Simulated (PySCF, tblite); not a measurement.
# C₄H₃ClO₃+ (doublet): geometry, infrared bands and EPR parameters

Wanted: the infrared bands and EPR parameters of C₄H₃ClO₃+ (doublet) (`C[C]1OC(=O)O[C+]1Cl`), by calculation.

Programs: tblite 0.8.0 and PySCF 2.14.0, with density-fitted response routines of our own. Each step states its level of theory. These are calculated values for one molecule in the gas phase, unless marked as measured. Atoms are numbered from 0 throughout.

## Step 1: The starting structure

11 atoms, charge 1, multiplicity 2; geometry from: force field or distance geometry start.

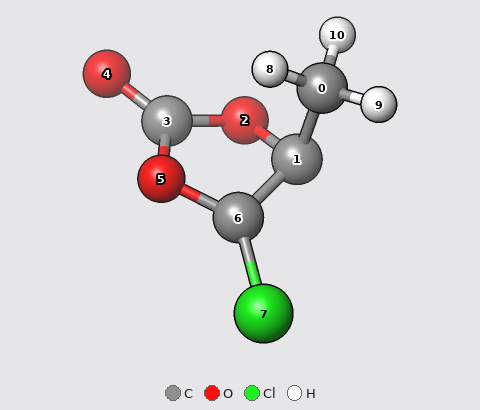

As it starts; carbon grey, oxygen red, chlorine green, hydrogen white, atoms numbered; sticks join atoms by distance.

## Step 2: Relaxing the molecule with GFN2-xTB

The job: settings as JSON, then the geometry in Å.

```
{"job": {"kind": "relax", "xc": "GFN2-xTB", "basis": "xTB"}, "charge": 1, "multiplicity": 2}
C     -1.305400    -0.558600     0.095600
C     -0.357700     0.198600    -0.823800
O      0.733200    -0.719000    -1.012100
C      1.574500    -0.474700     0.050200
O      2.457300    -1.277800     0.502600
O      1.335400     0.760900     0.615800
C      0.308000     1.341400    -0.126400
Cl    -0.141500     3.037300    -0.237000
H     -0.910700    -0.586400     1.134300
H     -2.339400    -0.116800     0.060900
H     -1.348200    -1.602200    -0.285900
```

On the command line:

```bash
$ OMP_NUM_THREADS=1 python probes_run.py task.json out
```

One launch serves the whole session: the jobs run in the order shown.

Output:

```text
step      E/eV     max force
  0    -713.46547    7.036
  1    -714.06736    9.976
  2    -714.56377    2.193
  3    -714.71086    1.376
  4    -714.85576    1.066
  5    -714.92653    1.243
  6    -715.19864    2.242
  7    -715.36743    2.571
  8    -715.60512    1.357
  9    -715.75157    1.393
 10    -715.94392    1.269
 11    -716.12294    1.163
 12    -716.24369    0.947
 13    -716.33931    1.203
 14    -716.43261    0.826
 15    -716.52285    1.118
 16    -716.60397    0.982
 17    -716.64327    0.790
 18    -716.69010    0.783
 19    -716.72621    0.921
 20    -716.75270    0.645
 21    -716.77139    0.406
 22    -716.78990    0.392
 23    -716.80633    0.382
 24    -716.81828    0.279
 25    -716.82567    0.219
 26    -716.83270    0.252
 27    -716.83788    0.213
 28    -716.84072    0.141
 29    -716.84237    0.121
 30    -716.84341    0.081
 31    -716.84407    0.063
 32    -716.84440    0.060
 33    -716.84460    0.039
 34    -716.84474    0.029
 35    -716.84482    0.020
 36    -716.84487    0.019
 37    -716.84492    0.020
 38    -716.84496    0.021
 39    -716.84500    0.020
 40    -716.84503    0.016
 41    -716.84505    0.013
 42    -716.84507    0.014
 43    -716.84509    0.015
 44    -716.84511    0.012
 45    -716.84513    0.014
 46    -716.84516    0.020
 47    -716.84521    0.022
 48    -716.84528    0.031
 49    -716.84540    0.038
 50    -716.84557    0.038
 51    -716.84579    0.063
 52    -716.84608    0.085
 53    -716.84646    0.087
 54    -716.84686    0.058
 55    -716.84721    0.052
 56    -716.84745    0.033
 57    -716.84752    0.081
 58    -716.84772    0.039
 59    -716.84785    0.031
 60    -716.84815    0.052
 61    -716.84829    0.029
 62    -716.84839    0.022
 63    -716.84851    0.029
 64    -716.84857    0.021
 65    -716.84862    0.022
 66    -716.84879    0.030
 67    -716.84887    0.033
 68    -716.84896    0.026
 69    -716.84901    0.016
 70    -716.84904    0.016
 71    -716.84907    0.014
 72    -716.84910    0.015
 73    -716.84912    0.011
 74    -716.84913    0.005
```

It took 0.36 s on 1 thread of Arm Neoverse V2, shared host.

Along the way: (not every step is listed)

```csv
step,energy from step 0 (eV),largest force (eV/Å)
0,0.0000,7.0359
1,-0.6019,9.9764
2,-1.0983,2.1931
3,-1.2454,1.3761
4,-1.3903,1.0656
5,-1.4611,1.2431
6,-1.7332,2.2425
7,-1.9020,2.5715
8,-2.1397,1.3569
14,-2.9671,0.8262
20,-3.2872,0.6448
26,-3.3672,0.2525
32,-3.3789,0.0602
38,-3.3795,0.0207
44,-3.3796,0.0122
50,-3.3801,0.0376
56,-3.3820,0.0333
62,-3.3829,0.0223
68,-3.3835,0.0256
69,-3.3835,0.0162
70,-3.3836,0.0156
71,-3.3836,0.0145
72,-3.3836,0.0150
73,-3.3836,0.0107
74,-3.3837,0.0047
```

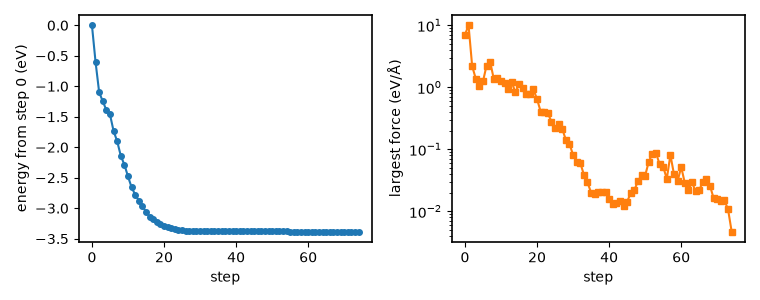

Energy and largest force along the relaxation.

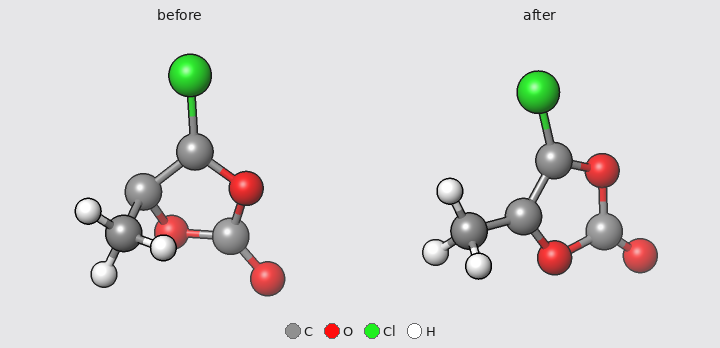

The geometry before (left) and after (right).

Close pairs (by a distance rule), those that changed most:

```csv
bond,before (Å),after (Å),change (Å)
C1–O2,1.438,1.324,-0.113
C3–O4,1.276,1.165,-0.111
C6–Cl7,1.758,1.653,-0.105
C1–C6,1.495,1.419,-0.076
C0–C1,1.522,1.448,-0.074
O5–C6,1.394,1.333,-0.061
C0–H9,1.125,1.086,-0.039
C0–H10,1.112,1.097,-0.015
```

The end geometry stands in the next job.

## Step 3: Harmonic vibrations with GFN2-xTB

The job: settings as JSON, then the geometry in Å.

```
{"job": {"kind": "ir", "xc": "GFN2-xTB", "basis": "xTB"}, "charge": 1, "multiplicity": 2}
C     -1.593883    -0.523583     0.047998
C     -0.202036    -0.125268     0.008652
O      0.791963    -0.998048     0.074424
C      2.009310    -0.343655     0.014743
O      3.068029    -0.828359     0.048216
O      1.712541     1.007360    -0.092926
C      0.388645     1.160779    -0.098559
Cl    -0.301491     2.658607    -0.215658
H     -1.800562    -1.093030     0.962999
H     -2.260098     0.330890    -0.023266
H     -1.806993    -1.243021    -0.752587
```

Output:

```text
mode    cm-1     km/mol
  1      80.9      8.69
  2     151.7      0.59
  3     181.2      0.94
  4     188.1      2.07
  5     293.9      0.42
  6     355.5      0.13
  7     468.2      0.45
  8     544.4     17.43
  9     602.0      0.74
 10     619.1      2.71
 11     709.7     50.87
 12     757.6     41.71
 13     794.4     96.79
 14     901.9     74.04
 15     940.1     32.35
 16     982.8     33.64
 17    1119.4    156.08
 18    1228.3    196.14
 19    1306.7    259.78
 20    1315.0    187.69
 21    1319.7     28.01
 22    1367.9     22.01
 23    1456.2     89.80
 24    1894.4    476.06
 25    2907.7     59.03
 26    2952.6    128.99
 27    3073.0      8.24
```

It took 0.26 s on 1 thread of Arm Neoverse V2, shared host.

The strongest bands and the atoms that carry them (share of the mass-weighted mode):

```csv
cm⁻¹,km/mol,atoms
794,96.8,"C3 31 %, O5 29 %, O2 14 %, C0 11 %"
1119,156.1,"C6 51 %, O2 16 %"
1228,196.1,"C6 58 %, O5 34 %"
1307,259.8,"H10 27 %, H8 27 %, C1 26 %"
1315,187.7,"C1 32 %, H8 17 %, H10 17 %, O2 12 %"
1456,89.8,"C1 54 %, C0 17 %, C6 12 %"
1894,476.1,"C3 61 %, O4 39 %"
2953,129.0,"H10 49 %, H8 46 %"
```

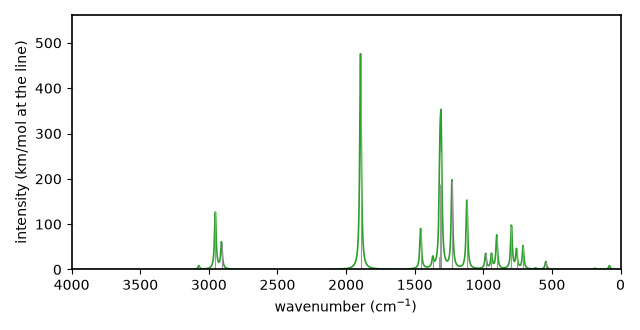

The infrared spectrum from these modes, unscaled. Lines are broadened to a width of 14 cm⁻¹ (Lorentzian).

## Step 4: g tensor and hyperfine couplings: B3LYP/pcH-1

Settings changed since step 3:

```diff
@@ -1,2 +1,2 @@
-{"job": {"kind": "ir", "xc": "GFN2-xTB", "basis": "xTB"}, "charge": 1, "multiplicity": 2}
+{"job": {"kind": "epr", "basis": "pcH-1"}, "charge": 1, "multiplicity": 2}
 C     -1.593883    -0.523583     0.047998
```

Level: UKS B3LYP, pcH-1 on C Cl H O, non-relativistic, mean-field spin-orbit, GIAO.

Output:

```text
UKS, coarse grid
  cycle   1  E = -839.49160658  |g| = 8.61e-01
  cycle   2  E = -837.77617608  |g| = 2.08e+00
  cycle   3  E = -839.69532644  |g| = 4.48e-01
  cycle   4  E = -839.77511537  |g| = 1.01e-01
  cycle   5  E = -839.77658450  |g| = 7.51e-02
  cycle   6  E = -839.77888820  |g| = 1.39e-02
  cycle   7  E = -839.77897889  |g| = 4.35e-03
  cycle   8  E = -839.77899282  |g| = 3.48e-03
  cycle   9  E = -839.77899969  |g| = 1.57e-03
  cycle  10  E = -839.77900194  |g| = 7.92e-04
UKS, final grid
  cycle   1  E = -839.77898483  |g| = 1.29e-03
  cycle   2  E = -839.77898321  |g| = 2.50e-03
  cycle   3  E = -839.77898556  |g| = 2.05e-04
  cycle   4  E = -839.77898558  |g| = 9.73e-05
  cycle   5  E = -839.77898560  |g| = 6.99e-05
  cycle   6  E = -839.77898560  |g| = 1.93e-05
E = -839.77898560 Eh   <S^2> = 0.7533 (exact 0.7500)
g shifts (ppm)      1          2          3
  rmc          -238       -238       -238
  gc             -9         45         45
  oz_so        -257       5295       7793
  total        -503       5103       7601
hyperfine (MHz)  atom isotope    a_iso     a_fc   dipolar eigenvalues
    0   13C     -14.09     -14.08     -2.66     -0.67      3.32
    1   13C      19.46      19.64    -32.38    -29.85     62.23
    2   17O      -9.17      -9.29    -34.03     16.72     17.31
    3   13C     -13.67     -13.65     -8.22      1.85      6.38
    4   17O      -8.35      -8.32    -41.13     20.51     20.62
    5   17O      -8.63      -8.47    -31.76     15.59     16.17
    6   13C      18.24      17.91    -32.35    -29.52     61.87
    7  35Cl       6.63       6.30    -28.74    -24.25     52.99
    8    1H      72.46      72.46     -3.66     -2.12      5.78
    9    1H      -0.64      -0.64     -2.96     -1.83      4.79
   10    1H      71.35      71.34     -3.66     -2.11      5.77
```

It took 74 s on 1 thread of Arm Neoverse V2, shared host; peak memory 0.93 GiB.

Principal g values 2.00182, 2.00742, 2.00992; g(iso) = 2.00639, against 2.00232 for a free electron.

Hyperfine couplings; where a row names several nuclei, a(iso) is their mean (it holds for fast rotation or exchange) and the dipolar term the largest among them:

```csv
nuclei,isotope,a(iso) (MHz),"a(iso) (G, at g = 2.0023)",largest dipolar term (MHz)
"H8, H9, H10",1H,47.7,17.0,5.8
C1,13C,19.5,6.9,62.2
C6,13C,18.2,6.5,61.9
C0,13C,-14.1,-5.0,3.3
C3,13C,-13.7,-4.9,-8.2
O2,17O,-9.2,-3.3,-34.0
O5,17O,-8.6,-3.1,-31.8
O4,17O,-8.3,-3.0,-41.1
Cl7,35Cl,6.6,2.4,53.0
```

Mulliken spin populations:

```csv
atom,value (e)
C0,-0.02
C1,0.32
O2,0.08
C3,-0.04
O4,0.13
O5,0.07
C6,0.29
Cl7,0.12
H8,0.03
H9,0.00
H10,0.03
```

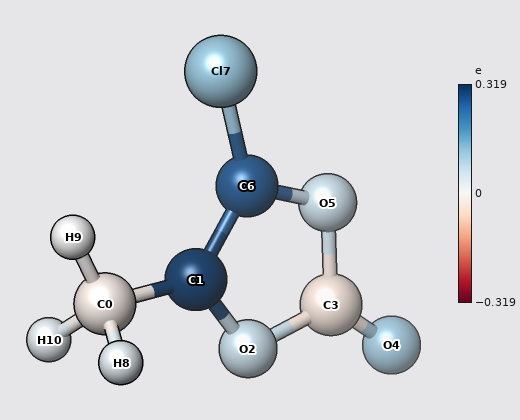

Mulliken spin populations, as colours on the atoms.

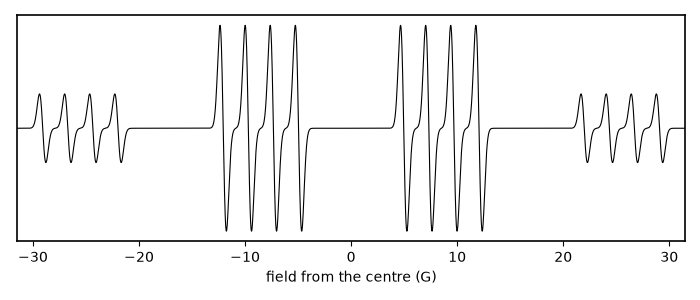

First-order isotropic spectrum (first derivative, main isotopes with spin only, couplings over 0.8 MHz, Gaussian width 0.3 G; couplings of the frozen geometry, rotation of groups not averaged beyond the rows shown).

Orbitals, density, ELF and potential are computed afterwards from the orbital file.

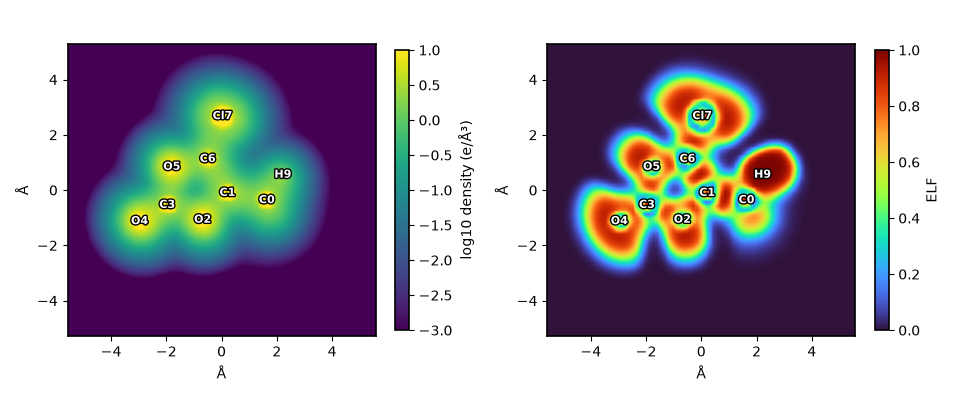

Density (left) and ELF (right) in a plane through or near 9 of the atoms.

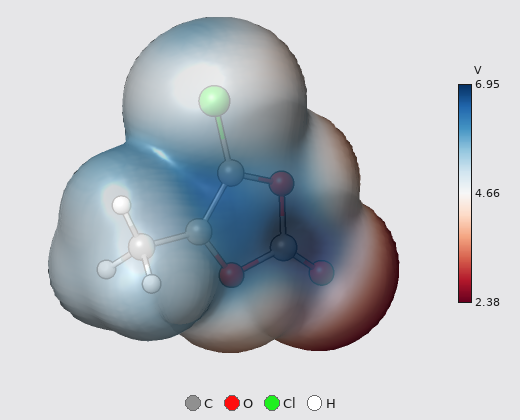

Electrostatic potential on the surface of density 0.002 e/bohr³; red is low, blue high. It runs from 2.38 V near O4 to 6.95 V near C3.

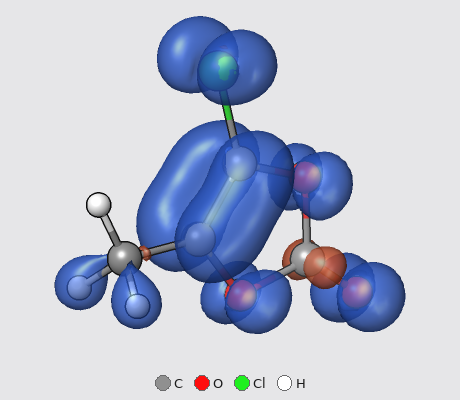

Spin density at ±0.02 e/Å³ (alpha excess blue, beta excess red).

## Step 5: Summary of results

```
                                 quantity                        value
strongest single infrared mode (GFN2-xTB)        1894 cm⁻¹, 476 km/mol
             zero-point energy (GFN2-xTB)                40.8 kcal/mol
                           g(iso) (B3LYP)                      2.00639
                                     ⟨S²⟩           0.753 (exact 0.75)
       largest a(iso) (averaged by class)  1H on H8, H9, H10, 47.7 MHz
```

What this shows: The optimisation took 74 steps and gained 3.384 eV; among the close pairs (by a distance rule), C1–O2 changed most, from 1.438 to 1.324 Å. All 27 modes are real, so the xTB geometry is a minimum. The strongest single mode, at 1894 cm⁻¹, moves mainly C3 and O4. Unscaled tight-binding wavenumbers are off by several per cent, some by more. Its intensities can rank the bands wrongly. The largest spin populations lie on C1 (0.32 e), C6 (0.29 e). The isotropic g lies 4.1 ppt above the free-electron value.
